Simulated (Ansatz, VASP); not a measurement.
# CdF2 in two plane-wave programs, part 2 of 2

Wanted: the spread between two codes on one cell, functional and k mesh.  Valence electrons are named where the data sets of a main pair hold unlike numbers.

VASP 6.6.1 and Ansatz 0.2.0.

So far. Step 3 (VASP: band structure, PBE): Spin-orbit coupling is off here; it would split degenerate levels. At this level the cell is under a pressure of 6.2 GPa, so at these settings it is away from equilibrium. Step 4 (Side by side): Among the levels compared at these points, filled levels agree within 14 meV and empty ones within 33 meV. Ansatz's pressure holds a Pulay correction of 0.68 GPa; VASP's holds none.

## Step 5: VASP: dielectric response, PBE

Level of this step: PBE; plane waves and PAW (Cd, F) (VASP).

The response to a field tests empty states and converges slowly with the mesh.

The input, INCAR:

```
SYSTEM = CdF2
PREC = Accurate
ENCUT = 520
EDIFF = 1E-08
NELM = 100
ISMEAR = 0
SIGMA = 0.01
LREAL = .FALSE.
ALGO = Normal
GGA = PE
NBANDS = 19
LORBIT = 11
LWAVE = .FALSE.
LCHARG = .FALSE.
KPAR = 4
LEPSILON = .TRUE.
```

The input, POSCAR:

```
CdF2
1.0
    0.0000000000      2.6940000000      2.6940000000
    2.6940000000      0.0000000000      2.6940000000
    2.6940000000      2.6940000000      0.0000000000
Cd F
1 2
Direct
    0.0000000000      0.0000000000      0.0000000000
    0.2500000000      0.2500000000      0.2500000000
    0.7500000000      0.7500000000      0.7500000000
```

The input, KPOINTS:

```
Automatic mesh
0
Gamma
7 7 7
0 0 0
```

PAW data sets: Cd and F (PBE family, release 64).

Started as:

```console
$ mpirun -np 4 vasp_std
```

Numbers of over 12 decimals in the logs are rounded to 6 here.

The log of the run:

```text
[... set-up lines as in an earlier step ...]
 entering main loop
       N       E                     dE             d eps       ncg     rms          rms(c)
DAV:   1     0.190633904744E+03    0.19063E+03   -0.15872E+04   800   0.139E+03
DAV:   2    -0.435856970963E+01   -0.19499E+03   -0.18909E+03   807   0.350E+02
DAV:   3    -0.125284082210E+02   -0.81698E+01   -0.81454E+01   835   0.785E+01
DAV:   4    -0.125661088868E+02   -0.37701E-01   -0.37698E-01   829   0.542E+00
[...]
DAV:  14    -0.108592947293E+02    0.22381E-06   -0.54324E-07   808   0.952E-03    0.953E-04
DAV:  15    -0.108592947626E+02   -0.33290E-07   -0.73967E-08   835   0.259E-03    0.335E-04
DAV:  16    -0.108592947687E+02   -0.61004E-08   -0.17120E-09   628   0.412E-04
   1 F= -.10859295E+02 E0= -.10859295E+02  d E =-.219301E-16
 Linear response reoptimize wavefunctions to high precision
DAV:   1    -0.108592947722E+02   -0.34502E-08   -0.10284E-10   440   0.135E-04
DAV:   2    -0.108592947721E+02    0.70031E-10   -0.41427E-12   422   0.308E-05
 Linear response G [H, r] |phi>, progress :
  Direction:   1
[...]
RMM:  10    -0.206566707996E+00    0.18261E-06    0.25425E-09  1722   0.131E-04    0.190E-05
RMM:  11    -0.206566530630E+00    0.17737E-06    0.44468E-10  1227   0.937E-05    0.502E-06
 change of polarisation eV/A/(eV/A) component  2 :     0.023     0.389    -0.017
 dielectric tensor                  component  2 :     0.107     2.799    -0.078
 Linear response to external field, progress :
  Direction:   3
       N       E                     dE             d eps       ncg     rms          rms(c)
RMM:   1    -0.194312088449E+00   -0.19431E+00   -0.59117E-01  2905   0.247E+00
RMM:   2    -0.201231582270E+00   -0.69195E-02   -0.32849E-03  2342   0.396E-01    0.683E-01
RMM:   3    -0.198079194905E+00    0.31524E-02   -0.22208E-03  2201   0.369E-01    0.389E-01
RMM:   4    -0.204794185116E+00   -0.67150E-02   -0.37827E-03  2255   0.497E-01    0.536E-02
[...]
RMM:   9    -0.206566968510E+00    0.19878E-05   -0.15408E-08  2278   0.509E-04    0.358E-05
RMM:  10    -0.206566708573E+00    0.25994E-06    0.19922E-09  1749   0.135E-04    0.220E-05
RMM:  11    -0.206566526561E+00    0.18201E-06    0.12782E-09  1312   0.974E-05    0.511E-06
 change of polarisation eV/A/(eV/A) component  3 :    -0.001     0.007     0.389
 dielectric tensor                  component  3 :    -0.005     0.035     2.799
 Born effective charges drift removed
```

Parts of OUTCAR (step 5):

```text
  Total        1.5108724      1.5108724      1.5108724      0.0000000     -0.0000000     -0.0000000
  in kB       61.9035556     61.9035556     61.9035556      0.0000000     -0.0000000     -0.0000000
  external PRESSURE =      61.9035556 kB  Pullay stress =       0.0000000 kB

 POSITION                                       TOTAL-FORCE (eV/Angst)
 -----------------------------------------------------------------------------------
      0.00000      0.00000      0.00000        -0.000000      0.000000     -0.000000
      1.34700      1.34700      1.34700         0.000000      0.000000      0.000000
      4.04100      4.04100      4.04100        -0.000000     -0.000000     -0.000000
 -----------------------------------------------------------------------------------
    total drift:                                0.000000      0.000000      0.000000

 MACROSCOPIC STATIC DIELECTRIC TENSOR (including local field effects in DFT)
 ------------------------------------------------------
           2.799125     0.000000    -0.000000
           0.000000     2.799125     0.000000
           0.000000     0.000000     2.799125
 ------------------------------------------------------

[... 1 part as in an earlier step ...]

[... 1 further part left out ...]
```

## Step 6: Ansatz: dielectric response, PBE

The same cell, functional and mesh now go to Ansatz, which takes its cutoff from its data sets.

The input, input.yaml:

```yaml
crystal:
  lattice:
    - [0.0, 2.694, 2.694]
    - [2.694, 0.0, 2.694]
    - [2.694, 2.694, 0.0]
  atoms:
    - { symbol: Cd, position: [0.0, 0.0, 0.0] }
    - { symbol: F, position: [0.25, 0.25, 0.25] }
    - { symbol: F, position: [0.75, 0.75, 0.75] }
hamiltonian:
  xc: pbe
  pseudopotentials: { kind: paw }
kpoints:
  mp_grid: { grid: [7, 7, 7] }
scf:
  occupations: { method: fixed }
dielectric:
  method: response
```

Started as:

```console
$ ansatz run input.yaml --threads 2 --pin off --max-ram 4608MiB --backend cpu --events-out ev --progress --plain --runs-dir out
```

The log of the run:

```text
[...]
Crystal: 3 atoms, lattice volume = 39.104 Å³
Basis set: ecut = 420 eV, 749 PW (Γ), exchange–correlation on 54×54×54 points (8 copies of the dense FFT grid, shifted against one another)
Bands: 21, of which v1, the nominal top of the filled ones, is band 17 counted from 1 (16 counted from 0)
Symmetry: 48 space group operations
k-points: 40 of 343 (irreducible under 8 space group operations, time reversal used)
[...]
0.00000    2.46870    0.00000
         0.00000   -0.00000    2.46870
    site 1:
        -1.23435    0.00000    0.00000
        -0.00000   -1.23435   -0.00000
         0.00000    0.00000   -1.23435
    site 2:
        -1.23435    0.00000    0.00000
        -0.00000   -1.23435   -0.00000
         0.00000    0.00000   -1.23435
  Z* charge neutrality: 5.751e-5 e pre-enforcement
  k-mesh period / interband length: 26.7 Å / 1.31 Å = 20.35 at k = (0.0000, 0.0000, 0.0000), direct gap 3.598 eV — 14 or more, which is no proof of convergence
[key lines of the parts left out:]
SCF converged after 7 iterations
Free energy (F): -9872.135682 eV
Fermi energy:    6.384801 eV
```

The job ended after 10 s (2 threads of Arm Neoverse N1, shared host; peak memory 0.35 GiB).

## Step 7: Comparison

What differs besides the data sets and the points named for the pairs above, as far as they apply: the data sets hold 34 valence electrons in Ansatz (on its default PAW (the set named soft_2) files) and 26 in VASP. Total energies have different zeros and are not compared.

Compared:

```
                                     quantity  Ansatz   VASP  difference
                                        ε∞ xx    2.85   2.80     +1.71 %
                                        ε∞ yy    2.85   2.80     +1.71 %
                                        ε∞ zz    2.85   2.80     +1.71 %
Born charge of Cd1 (mean of the diagonal) (e)    2.47   2.43       +0.03
 Born charge of F2 (mean of the diagonal) (e)   -1.23  -1.22       -0.02
```

## Step 8: Ansatz: band structure, PBE, spin-orbit coupling

Levels along a path test the potential and the projectors away from the mesh points.

The input, input.yaml:

```yaml
crystal:
  lattice:
    - [0.0, 2.694, 2.694]
    - [2.694, 0.0, 2.694]
    - [2.694, 2.694, 0.0]
  atoms:
    - { symbol: Cd, position: [0.0, 0.0, 0.0] }
    - { symbol: F, position: [0.25, 0.25, 0.25] }
    - { symbol: F, position: [0.75, 0.75, 0.75] }
hamiltonian:
  xc: pbe
  pseudopotentials: { kind: paw_fr }
magnetization:
  noncollinear: true
  spin_orbit: true
kpoints:
  mp_grid: { grid: [5, 5, 5] }
  band_path:
    path:
      - [0.0, 0.0, 0.0]
      - [0.16667, 0.0, 0.16667]
      - [0.33333, 0.0, 0.33333]
      - [0.5, 0.0, 0.5]
      - [0.5, 0.08333, 0.58333]
      - [0.5, 0.18333, 0.68333]
      - [0.5, 0.25, 0.75]
      - [0.45, 0.3, 0.75]
      - [0.40833, 0.34167, 0.75]
      - [0.35, 0.35, 0.7]
      - [0.225, 0.225, 0.45]
      - [0.075, 0.075, 0.15]
      - [0.03333, 0.03333, 0.03333]
      - [0.23333, 0.23333, 0.23333]
      - [0.4, 0.4, 0.4]
      - [0.51667, 0.46667, 0.51667]
      - [0.55833, 0.38333, 0.55833]
      - [0.60833, 0.28333, 0.60833]
      - [0.60833, 0.25, 0.64167]
      - [0.55833, 0.25, 0.69167]
      - [0.51667, 0.25, 0.73333]
      - [0.5, 0.3, 0.7]
      - [0.5, 0.38333, 0.61667]
      - [0.5, 0.48333, 0.51667]
      - [0.475, 0.475, 0.55]
      - [0.425, 0.425, 0.65]
      - [0.38333, 0.38333, 0.73333]
      - [0.59167, 0.18333, 0.59167]
      - [0.55, 0.1, 0.55]
      - [0.5, 0.0, 0.5]
    npoints: 1
scf:
  occupations: { method: gaussian, width: 0.02 }
  n_extra_bands: 14
output:
  forces: true
  stress: true
  eigenvalues: true
```

The log of the run:

```text
[...]
non-collinear run that drives no moment, with spin-orbit: no starting moment large enough to seed its density (crystal.atoms[].spin), no starting occupations that ask for one, no magnetisation constraint and no magnetic field, so the semilocal B_xc is pinned to zero
Crystal: 3 atoms, lattice volume = 39.104 Å³
[...]
k-point 1: bands = [... 30 lower, 5.9392, 5.9392, 6.0353, 6.0353, 10.8576, 10.8576, 17.6936, 17.6936, ... 10 higher]
  k-point 2: bands = [... 30 lower, 5.9879, 5.9879, 6.1045, 6.1045, 13.0857, 13.0857, 16.0212, 16.0212, ... 10 higher]
  k-point 9: bands = [... 30 lower, 5.8876, 5.8876, 6.3674, 6.3674, 14.1666, 14.1666, 16.8625, 16.8625, ... 10 higher]
[key lines of the parts left out:]
SCF converged after 8 iterations
Magnetization: |M| = 0.0000 μB,  M = (+0.0000, +0.0000, +0.0000) μB
Free energy (F): -9874.821052 eV
Fermi energy:    7.956850 eV
P = ⅓ Tr σ = 5.4406 GPa (54.406 kbar)
```

Wall time 10 s (2 threads); peak memory 0.36 GiB; 20 s of CPU time.

## Step 9: VASP: band structure, PBE, spin-orbit coupling

The same cell, functional, mesh and smearing now go to VASP, with its own data sets.

The input, INCAR:

```
SYSTEM = CdF2
PREC = Accurate
ENCUT = 520
EDIFF = 1E-06
NELM = 100
ISMEAR = 0
SIGMA = 0.02
LREAL = .FALSE.
ALGO = Normal
GGA = PE
LNONCOLLINEAR = .TRUE.
MAGMOM = 0 0 0 0 0 0 0 0 0
NBANDS = 38
GGA_COMPAT = .FALSE.
LASPH = .TRUE.
LSORBIT = .TRUE.
LORBIT = 11
LWAVE = .FALSE.
LCHARG = .FALSE.
KPAR = 4
```

POSCAR is that of step 5.

The input, KPOINTS:

```
Automatic mesh
0
Gamma
5 5 5
0 0 0
```

The input, KPOINTS_OPT:

```
Line mode
16
Line-mode
Reciprocal
  0.00000000   0.00000000   0.00000000 GAMMA
  0.50000000   0.00000000   0.50000000 X

  0.50000000   0.00000000   0.50000000 X
  0.50000000   0.25000000   0.75000000 W

  0.50000000   0.25000000   0.75000000 W
  0.37500000   0.37500000   0.75000000 K

  0.37500000   0.37500000   0.75000000 K
  0.00000000   0.00000000   0.00000000 GAMMA

  0.00000000   0.00000000   0.00000000 GAMMA
  0.50000000   0.50000000   0.50000000 L

  0.50000000   0.50000000   0.50000000 L
  0.62500000   0.25000000   0.62500000 U

  0.62500000   0.25000000   0.62500000 U
  0.50000000   0.25000000   0.75000000 W

  0.50000000   0.25000000   0.75000000 W
  0.50000000   0.50000000   0.50000000 L

  0.50000000   0.50000000   0.50000000 L
  0.37500000   0.37500000   0.75000000 K

  0.62500000   0.25000000   0.62500000 U
  0.50000000   0.00000000   0.50000000 X
```

Started as:

```console
$ mpirun -np 4 vasp_ncl
```

The log of the run:

```text
[... set-up lines as in an earlier step ...]
 entering main loop
       N       E                     dE             d eps       ncg     rms          rms(c)
DAV:   1     0.231105393336E+03    0.23111E+03   -0.14739E+04   768   0.140E+03
DAV:   2     0.479240648035E+00   -0.23063E+03   -0.22038E+03   826   0.388E+02
DAV:   3    -0.125078658292E+02   -0.12987E+02   -0.12927E+02   832   0.101E+02
DAV:   4    -0.125887234431E+02   -0.80858E-01   -0.80840E-01   856   0.835E+00
[...]
DAV:  13    -0.108827115033E+02    0.21044E-05   -0.14742E-05   814   0.515E-02    0.714E-03
DAV:  14    -0.108827132986E+02   -0.17952E-05   -0.63559E-06   778   0.237E-02    0.488E-03
DAV:  15    -0.108827129524E+02    0.34616E-06   -0.44164E-07   540   0.826E-03
   1 F= -.10882713E+02 E0= -.10882713E+02  d E =-.183199E-23  mag=    -0.0000    -0.0000    -0.0000
 Start KPOINTS_OPT (optional k-point list driver)
k-point batch [1-10\160]
       N       E                     dE             ncg
DAV:   1     0.616060520151E+03   -0.93186E+03      760
DAV:   2    -0.163925807331E+04   -0.22553E+04      822
DAV:   3    -0.177037011148E+04   -0.13111E+03      856
DAV:   4    -0.177117251947E+04   -0.80241E+00      838
DAV:   5    -0.177117561444E+04   -0.30950E-02      874
DAV:   6    -0.177117563171E+04   -0.17267E-04      850
DAV:   7    -0.177117563181E+04   -0.10188E-06      610
[...]
k-point batch [151-160\160]
       N       E                     dE             ncg
DAV:   1     0.543693940332E+03   -0.92941E+04      776
DAV:   2    -0.168322634605E+04   -0.22269E+04      844
DAV:   3    -0.180607643566E+04   -0.12285E+03      862
DAV:   4    -0.180678659904E+04   -0.71016E+00      820
DAV:   5    -0.180678897976E+04   -0.23807E-02      850
DAV:   6    -0.180678899229E+04   -0.12529E-04      820
DAV:   7    -0.180678899236E+04   -0.71342E-07      536
```

Parts of OUTCAR (step 9):

```text
  Total        1.5177620      1.5177620      1.5177620     -0.0000000      0.0000000     -0.0000000
  in kB       62.1858378     62.1858378     62.1858378     -0.0000000      0.0000000     -0.0000000
  external PRESSURE =      62.1858378 kB  Pullay stress =       0.0000000 kB

 POSITION                                       TOTAL-FORCE (eV/Angst)
 -----------------------------------------------------------------------------------
      0.00000      0.00000      0.00000        -0.000000      0.000000     -0.000000
      1.34700      1.34700      1.34700         0.000000     -0.000000      0.000000
      4.04100      4.04100      4.04100        -0.000000      0.000000     -0.000000
 -----------------------------------------------------------------------------------
    total drift:                                0.000000      0.000000      0.000000

  FREE ENERGIE OF THE ION-ELECTRON SYSTEM (eV)
  ---------------------------------------------------
  free  energy   TOTEN  =       -10.8827129524 eV

  energy  without entropy=      -10.8827129524  energy(sigma->0) =      -10.88271295

 magnetization (x)
# of ion       s       p       d       tot
------------------------------------------
    1        0.000  -0.000   0.000   0.000
    2        0.000   0.000   0.000   0.000
    3       -0.000  -0.000   0.000  -0.000
--------------------------------------------------
tot          0.000  -0.000   0.000  -0.000

 magnetization (y)
# of ion       s       p       d       tot
------------------------------------------
    1       -0.000   0.000   0.000  -0.000
    2        0.000   0.000   0.000   0.000
    3        0.000   0.000   0.000   0.000
--------------------------------------------------
tot         -0.000   0.000   0.000  -0.000

 magnetization (z)
# of ion       s       p       d       tot
------------------------------------------
    1        0.000   0.000   0.000   0.000
    2        0.000   0.000   0.000   0.000
    3        0.000   0.000   0.000   0.000
--------------------------------------------------
tot          0.000   0.000   0.000   0.000

[... 1 part as in an earlier step ...]

[... 2 further parts left out ...]
[key lines of the parts left out:]
E-fermi :  -1.2504
```

The run ends at a pressure of 6.22 GPa.

## Step 10: Side by side

What differs besides the data sets and the points named for the pairs above, as far as they apply: spin-orbit coupling enters by fully relativistic files in Ansatz and inside the spheres in VASP; the data sets hold 34 valence electrons in Ansatz (on its fully relativistic PAW (standard-fr) files) and 26 in VASP. Total energies have different zeros and are not compared.

Both answers:

```
                                        quantity  Ansatz   VASP  difference
                                  pressure (GPa)    5.44   6.22       -0.78
pressure without Ansatz's Pulay correction (GPa)    4.76   6.22       -1.46
                   gap over the path points (eV)   3.097  3.064      +0.033
```

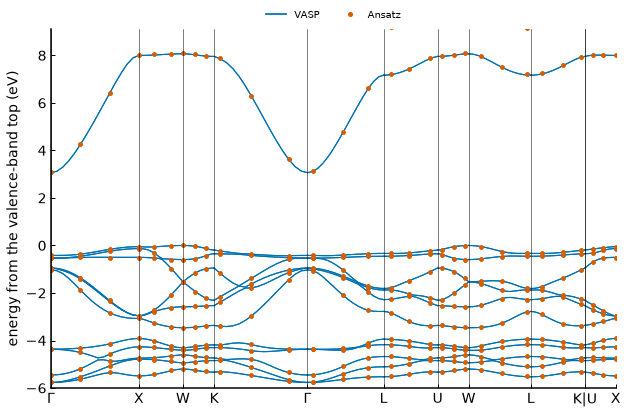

Bands from VASP (lines) and levels from Ansatz (dots). Dots without a line are higher empty bands that the VASP plot leaves out.

Levels at points of the path, from each program's valence-band top (eV; 8 filled, then empty):

```
k (reciprocal lattice)                                                                 Ansatz                                                                   VASP
     0.000 0.000 0.000  -0.95 -0.95 -0.53 -0.53 -0.53 -0.53 -0.42 -0.42 3.10 3.10 12.29 12.29  -0.95 -0.95 -0.53 -0.53 -0.53 -0.53 -0.42 -0.42 3.06 3.06 12.31 12.31
     0.167 0.000 0.167  -1.36 -1.36 -0.51 -0.51 -0.46 -0.46 -0.37 -0.37 4.27 4.27 11.38 11.38  -1.36 -1.36 -0.51 -0.51 -0.46 -0.46 -0.37 -0.37 4.25 4.25 11.38 11.38
     0.333 0.000 0.333  -2.32 -2.32 -0.51 -0.51 -0.24 -0.24 -0.16 -0.16 6.43 6.43 10.09 10.09  -2.32 -2.32 -0.50 -0.50 -0.24 -0.24 -0.16 -0.16 6.41 6.41 10.08 10.08
     0.500 0.000 0.500    -2.95 -2.95 -0.52 -0.52 -0.13 -0.13 -0.05 -0.05 8.02 8.02 9.65 9.65    -2.96 -2.96 -0.50 -0.50 -0.13 -0.13 -0.05 -0.05 8.00 8.00 9.63 9.63
     0.500 0.083 0.583    -2.73 -2.73 -0.54 -0.54 -0.30 -0.30 -0.06 -0.06 8.04 8.04 9.92 9.92    -2.73 -2.73 -0.53 -0.53 -0.30 -0.30 -0.06 -0.06 8.02 8.02 9.90 9.90
     0.500 0.183 0.683  -2.07 -2.07 -0.97 -0.97 -0.59 -0.59 -0.01 -0.01 8.08 8.08 10.83 10.83  -2.08 -2.08 -0.97 -0.97 -0.58 -0.58 -0.01 -0.01 8.06 8.06 10.82 10.82
     0.500 0.250 0.750    -1.53 -1.53 -1.52 -1.52 -0.61 -0.61 0.00 0.00 8.09 8.09 11.45 11.45    -1.54 -1.54 -1.52 -1.52 -0.59 -0.59 0.00 0.00 8.07 8.07 11.45 11.45
     0.450 0.300 0.750  -1.94 -1.94 -1.15 -1.15 -0.57 -0.57 -0.04 -0.04 8.04 8.04 11.06 11.06  -1.94 -1.94 -1.15 -1.15 -0.55 -0.55 -0.04 -0.04 8.02 8.02 11.06 11.06
     0.408 0.342 0.750  -2.21 -2.21 -0.99 -0.99 -0.44 -0.44 -0.13 -0.13 8.00 8.00 10.79 10.79  -2.22 -2.22 -0.99 -0.99 -0.43 -0.43 -0.13 -0.13 7.97 7.97 10.78 10.78
     0.350 0.350 0.700  -2.15 -2.15 -1.18 -1.18 -0.36 -0.36 -0.23 -0.23 7.88 7.88 10.83 10.83  -2.15 -2.15 -1.18 -1.18 -0.35 -0.35 -0.23 -0.23 7.86 7.86 10.83 10.83
```

Among the levels compared at these points, filled levels agree within 15 meV and empty ones within 32 meV. Ansatz's pressure holds a Pulay correction of 0.68 GPa; VASP's holds none.

## Step 11: Summary of results

```yaml
largest_difference_of_a_filled_level_at_the_path_points_band_structure_pbe: 14 meV
difference_in_pressure_band_structure_pbe: -0.74 GPa
difference_in_eps_infinity_xx_dielectric_response_pbe: 1.7 %
largest_difference_of_a_filled_level_at_the_path_points_band_structure_pbe_spin_orbit_coupling: 15 meV
difference_in_pressure_band_structure_pbe_spin_orbit_coupling: -0.78 GPa
```

The difference in pressure is -0.78 GPa (band structure, PBE, spin-orbit coupling), within the 1 GPa picked in this series as the mark of a large difference. The data sets hold unlike numbers of valence electrons (34 in Ansatz and 26 in VASP), so part of the differences comes from the potentials. 2 further runs of this series are not shown here. How closely two codes agree says nothing of how well the functional describes the real material.

[Lines on the potential files, build, host, timing and source positions are cut from VASP's logs without a mark.]

[Logs are printed without paths, hosts, clocks, repeated set-up lines and the standing remarks that a program may print on its own settings, such as how far it seeks lower states.]

[Hosts, paths, dates, database ids (printed as entryN), source tags and the programs' standing remarks are cut or masked in the printed files.]
